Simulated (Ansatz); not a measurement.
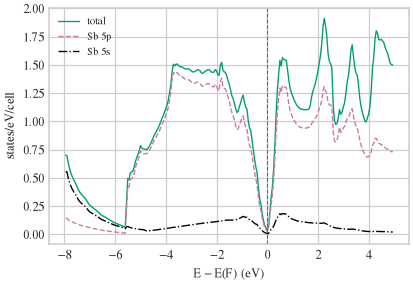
Fig. 1. Total and projected density of states of Sb (A7 (α-As type), space group No. 166), DFT-PBE+D3(BJ) in the program Ansatz with PAW potentials

Problem. Which orbitals carry the states next to the Fermi level?

Solution. Within 0.5 eV of the Fermi level: Sb 5p 83 %, Sb 5s 13 %. Projections are on Löwdin-orthogonalised atomic valence shells; empty p or d shells of many metals are not among them.

Problem. Where is the tallest occupied peak in this window, and what makes it?

Solution. Near -1.8 eV, about 1.5 states/eV per cell; the largest projected share is Sb 5p.

Space group R-3m (A7 (α-As type)). Symmetry was held in the PBE+D3(BJ) relaxation. Spin–orbit coupling is left out wherever it is not named.

Potentials: the later of the program's two PAW sets.
